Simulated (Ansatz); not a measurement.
# C2H6Si (SMILES [CH2][SiH+]C) (charge +1, doublet): what the fields show

Input file:

```
basis:
  gaussian: {orbitals: def2-TZVPD}
crystal:
  periodic: [false, false, false]
  atoms:
    - symbol: C
      position_ang: [-0.462679, -2.955900, -2.451998]
    - symbol: C
      position_ang: [1.193452, -0.291975, -1.841288]
    - symbol: Si
      position_ang: [-0.359832, -1.258619, -1.833178]
    - symbol: H
      position_ang: [0.407670, -3.483887, -2.861693]
    - symbol: H
      position_ang: [-1.402900, -3.521758, -2.440278]
    - symbol: H
      position_ang: [-1.609445, -0.672414, -1.310065]
    - symbol: H
      position_ang: [1.429448, 0.029538, -0.809357]
    - symbol: H
      position_ang: [2.041074, -0.857366, -2.255035]
    - symbol: H
      position_ang: [1.043853, 0.634446, -2.427365]
total_charge: 1
magnetization: {spin_polarized: true, initial_magnetization: 1}
hamiltonian: {xc: {name: PBE0}}
output: {forces: true, orbitals: {seedname: orbitals}}
```

Launched as:

```sh
ansatz run input.yaml --threads 1 --pin off --max-ram 2610MiB --events-out events.jsonl --progress --plain --runs-dir runs
```

Geometry: B3LYP-D3(BJ)/def2-SVP.

These are results of isolated molecule in a Gaussian basis; Kohn-Sham density functional theory, functional PBE0 in Ansatz 0.2.0, not measurements.

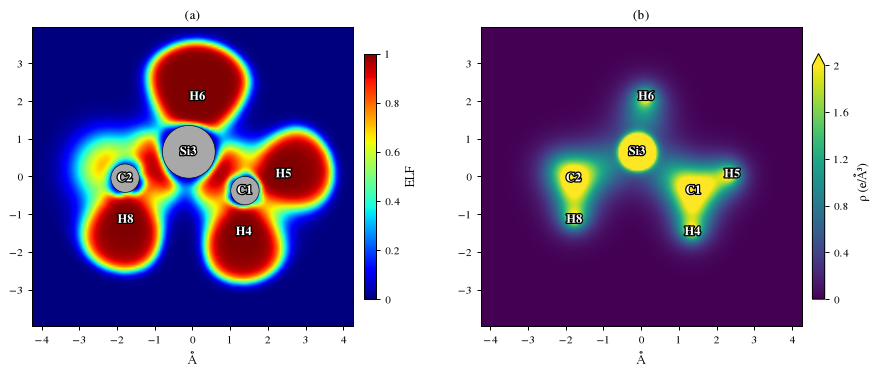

Figure 1. (a) electron localisation function; (b) total electron density on the plane of atoms H4, C1 and H5. Grey discs cover the atomic cores in the ELF map.

### What does the map show?

The section cuts through C, Si and H sites. C–Si (1.81 Å): ρ is about 1.1 e/Å³ halfway; the ELF peaks at about 0.95 between the atoms, as expected for a shared electron pair. C–H (1.10 Å): the density is about 2 e/Å³ at the midpoint; the ELF climbs to about 1 towards the hydrogen, as it does in any bond to H (a covalent bond by its length). Si–H (1.48 Å): the density is about 0.88 e/Å³ at the midpoint; the ELF climbs to about 1 towards the hydrogen.

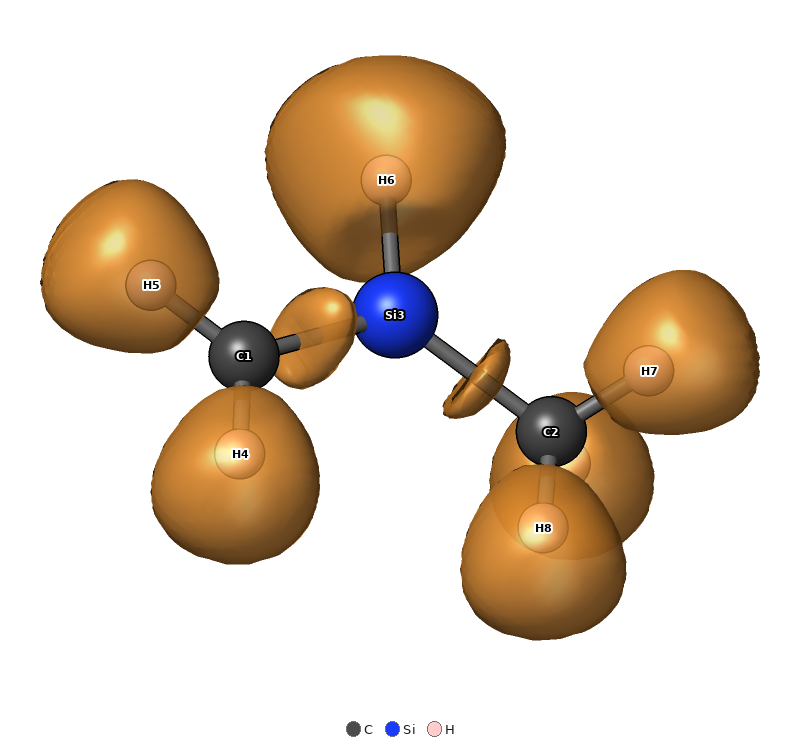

Figure 2. Isosurface of the electron localisation function at 0.9 (orange), seen at a tilt. Core shells and regions of very low density are left out.

### What do the ELF domains correspond to?

The surface consists of two regions between bonded C–Si atoms (shared pairs) and six regions around hydrogen nuclei.

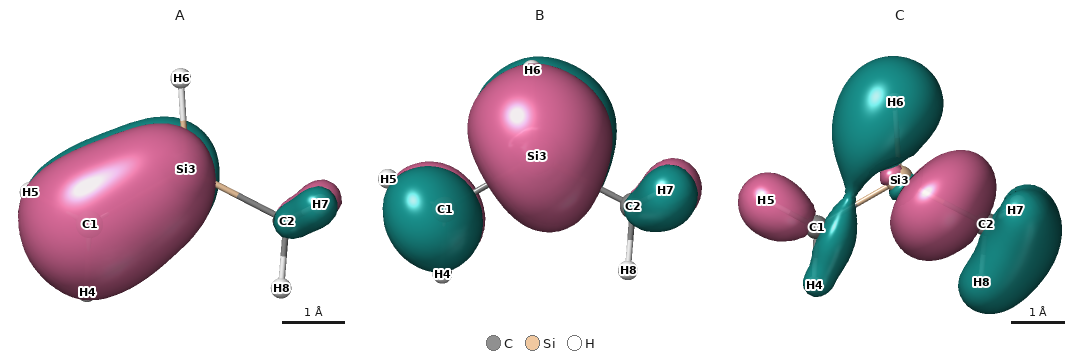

Figure 3. Three frontier orbitals at ±0.1 Å⁻³ᐟ² (teal and pink are the two phases), in no order.

### Order the three orbitals by energy and name them. All are α orbitals.

C is the HOMO−1 (α) (−15.53 eV). By Hirshfeld shares it lies mainly on C2 (about 35 %), Si3 (about 30 %) and H6 (about 15 %). A is the HOMO (α) (−13.93 eV). Its weight (Hirshfeld) is mainly on C1 (about 60 %) and Si3 (about 25 %). B is the LUMO (α) (−7.63 eV). By Hirshfeld shares it lies mainly on Si3 (about 60 %), C1 (about 20 %) and C2 (about 5 %).

### What is the gap between the highest occupied and lowest empty α orbitals?

6.30 eV between the orbital energies.
